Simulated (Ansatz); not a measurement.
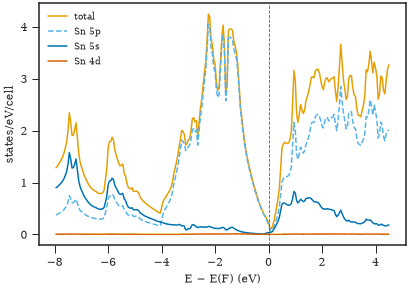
Figure: Total and projected density of states of Sn in space group I4/mmm (No. 139; Sn on 8h), the program Ansatz at the PBEsol level (PAW)

Problem. Which orbitals carry the states next to the Fermi level?

Solution. Within 0.5 eV of the Fermi level: Sn 5p 77 %, Sn 5s 20 %. Projections are on Löwdin-orthogonalised atomic valence shells; empty p or d shells of many metals are not among them.

Problem. Where is the tallest occupied peak in this window, and what makes it?

Solution. Near -2.2 eV, about 4.2 states/eV per cell; the largest projected share is Sn 5p.

This is a known high-pressure phase of the composition, computed here at zero pressure and temperature. The cell was relaxed with PBEsol under the symmetry of its start; whether a distortion lowers the energy is not shown. The volume moved by 38 % from the start of the relaxation. Scalar-relativistic: spin–orbit coupling is off unless named, which matters more the heavier the elements.

Potentials: the later of the program's two PAW sets.
